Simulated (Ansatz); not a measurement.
## Electronic structure of C$_{2}$H$_{8}$FGeN in real space

```yaml
atoms:
  - { symbol: N, position_ang: [-1.8908, 0.1857, -0.7722] }
  - { symbol: Ge, position_ang: [-0.6110, -1.0998, -0.4827] }
  - { symbol: C, position_ang: [0.8890, -0.4523, 0.6381] }
  - { symbol: C, position_ang: [1.0954, 1.0308, 0.4489] }
  - { symbol: F, position_ang: [1.1119, 1.3409, -0.9002] }
  - { symbol: H, position_ang: [-2.4530, 0.4286, 0.0383] }
  - { symbol: H, position_ang: [-1.5244, 1.0390, -1.1869] }
  - { symbol: H, position_ang: [-1.3113, -2.2756, 0.2269] }
  - { symbol: H, position_ang: [-0.0763, -1.5402, -1.8552] }
  - { symbol: H, position_ang: [1.7974, -1.0144, 0.3677] }
  - { symbol: H, position_ang: [0.6755, -0.6640, 1.6981] }
  - { symbol: H, position_ang: [2.0466, 1.3845, 0.8831] }
  - { symbol: H, position_ang: [0.2715, 1.6019, 0.9108] }
```

These are results of Ansatz, RKS PBE0-D4/def2-SVP, not measurements.

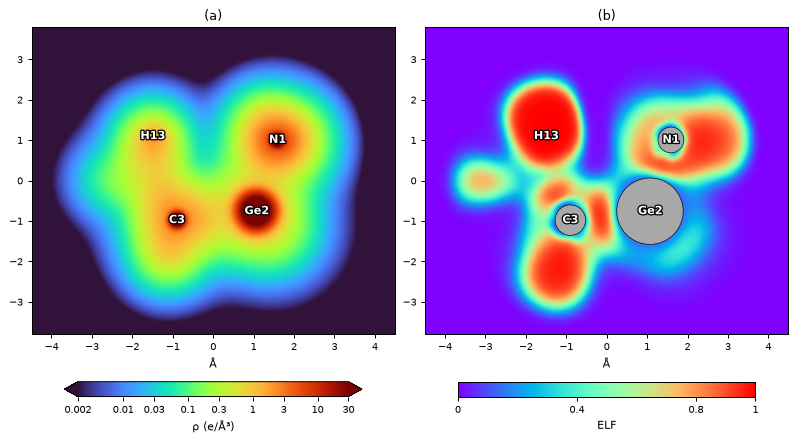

Figure 1. (a) electron density; (b) ELF on the plane of atoms N1, Ge2 and C3. Grey discs cover the atomic cores in the ELF map.

Q: What do the fields say about this system?

A:
- Atoms in the plane: N, Ge, C and H.
- Ge–N (1.84 Å): the density is about 0.96 e/Å³ at the midpoint; the ELF peaks at about 0.90 in the valence shell of N, 0.6 Å from its nucleus, and is about 0.50 at the midpoint.
- C–Ge (1.98 Å): ρ at the midpoint is about 0.85 e/Å³; the ELF peaks at about 0.95 in the valence shell of C, 0.7 Å from its nucleus, and is about 0.70 at the midpoint.
- The ELF also peaks beside N1, away from the bonds: lone-pair regions.

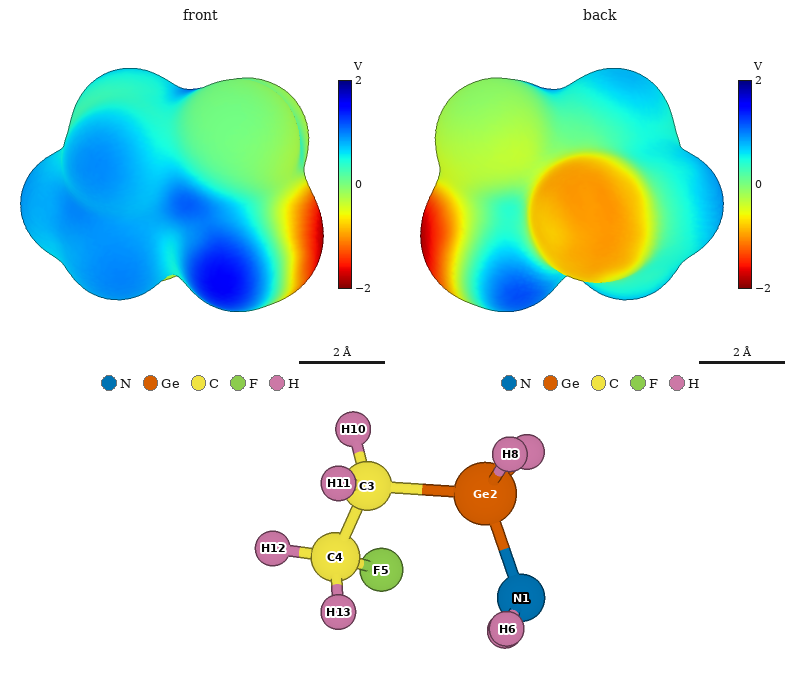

Figure 2. The electrostatic potential painted on the density surface at 0.002 e/bohr³, seen from the front and from behind; red is negative and blue positive. The bare structure is drawn below in the same view.

Q: Where is the surface potential most negative and most positive?

A: The most negative region (about −1.8 V) lies over N1, the most positive (about +1.5 V) over H6. N1 is the likeliest acceptor of a hydrogen bond.

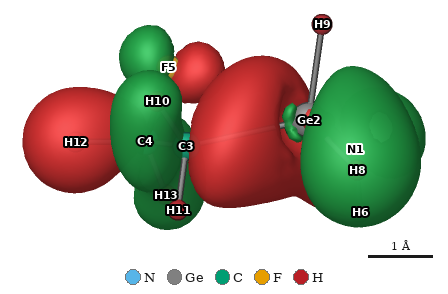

Figure 3. The HOMO−1 at ±0.1 Å⁻³ᐟ² (green and red are the two phases), seen from one side.

Q: Where does this orbital lie, and at what energy?

A: Its weight (Hirshfeld) is mainly on Ge2 (about 25 %), C3 (about 20 %), H8 (about 15 %), C4 (about 10 %), N1 (about 10 %) and H12 (about 10 %). Its energy is −8.79 eV.
